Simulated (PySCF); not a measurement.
**H2KS, charge +1, SMILES `[K+].S`: what the electrons do**

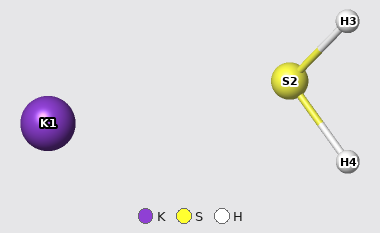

The molecule, with its atoms numbered as below. The pair's geometry is semi-empirical, so its contact may be too short or too long.

Geometry (Å), atoms numbered from 1:

```
K1       1.8579    0.0000   -0.0080
S2      -1.9176   -0.0008    0.1006
H3      -2.3089    0.9683   -0.7235
H4      -2.3107   -0.9557   -0.7345
```

## 1. Bonding charge

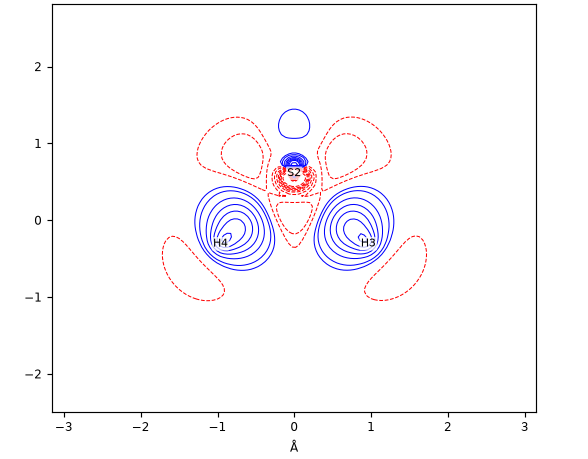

Deformation density (molecule less spherical, spin-averaged free atoms) in the plane of S2, H3 and H4; contours at ±0.05 to ±0.8 e/Å³; solid blue lines: gain, dashed red lines: loss.

Computed with PySCF, PBE/def2-SVPD, geometry: GFN2-xTB.

> How much density has each bond in this plane gained at its critical point, relative to the free atoms?

S2–H4 and S2–H3: +0.19 e/Å³ at the bond critical point (bond length 1.33 Å). In all, 0.6 electrons gather in the regions of gain relative to the promolecule of neutral atoms (the regions of loss give up this much and the cation's charge besides).

## 2. Local ionisation energy

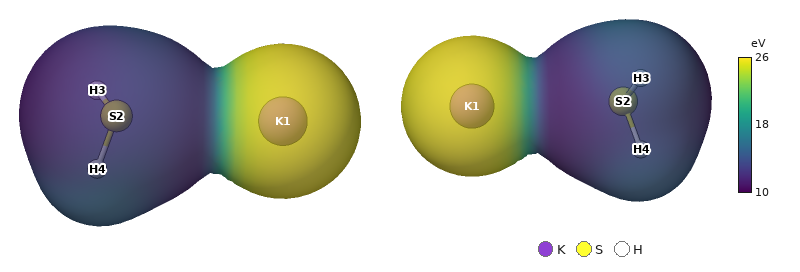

Average local ionisation energy on the surface of electron density 0.001 a.u. (back view left, front view right).

> Where are the most loosely bound electrons on this surface?

The lowest value is 10.8 eV, near H4 (2.35 Å), S2 (2.40 Å) and H3 (2.49 Å). Further minima include 10.9 eV, 2.2 Å from S2; 25.4 eV, 1.8 Å from K1. For comparison, the highest occupied orbital lies at −10.3 eV.

> What volume does the surface enclose?

About 72 Å³.

## 3. Binding density

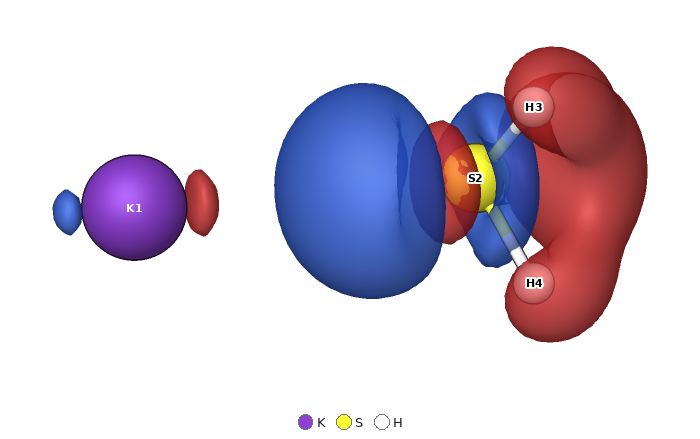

Density of the complex less the densities of the two fragments at the same geometry, ±0.006 e/Å³ (blue: gain, red: loss). Fragment A: K(+1) (atom 1); fragment B: H2S.

Level of theory: PBE/def2-SVPD (PySCF), at a geometry from GFN2-xTB.

> How is the density rearranged on binding?

Hirshfeld charges show 0.034 e passing from B to A. By Hirshfeld charges, electrons gather most on K1 (−0.034 e) and leave H3 and H4 alike most (+0.020 e); 0.13 e is displaced in all.

> What is the interaction energy, and which contacts carry it?

The counterpoise-corrected interaction energy of the frozen fragments is −8.7 kcal/mol without dispersion correction and −9.9 kcal/mol with D3(BJ). D3 uses neutral-atom coefficients and tends to overbind metal cations. The pair geometry is semi-empirical, not a minimum at this level. Contacts: K1···S2, 3.78 Å, ρ = 0.005 a.u. The pose is a local one from a semi-empirical search, not shown to be the most stable.
